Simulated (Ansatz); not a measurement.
```xyz
12

Si   -1.7854    0.5076    0.0639
C    -0.2632   -0.4500   -0.6830
C     1.0454    0.1304   -0.2187
C     1.8780   -0.5042    0.6212
Cl    3.4407    0.2362    1.1947
H    -1.6551    1.9876   -0.2314
H    -1.8387    0.3115    1.5630
H    -3.0754   -0.0016   -0.5492
H    -0.3459   -0.3917   -1.7849
H    -0.3568   -1.5141   -0.4018
H     1.3075    1.1307   -0.5847
H     1.7259   -1.4974    1.0450
```

The calculation used Ansatz, RKS PBE/6-31G.

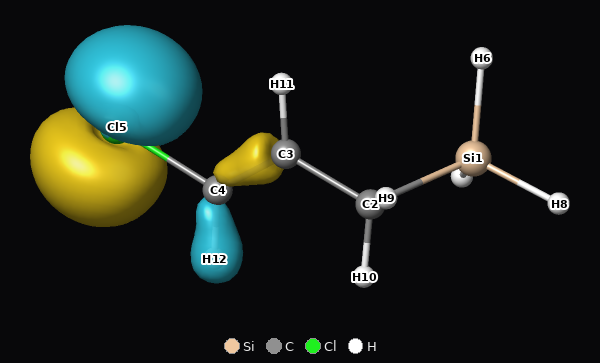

C3H7ClSi (SMILES [SiH3]CC=CCl). The HOMO−1 at ±0.15 Å⁻³ᐟ² (yellow and cyan are the two phases), seen at a tilt.

Question: Describe this orbital and give its energy.

Answer: Its weight (Hirshfeld) is mainly on Cl5 (about 90 %); largely a lone pair of Cl5. Its energy is −7.24 eV.
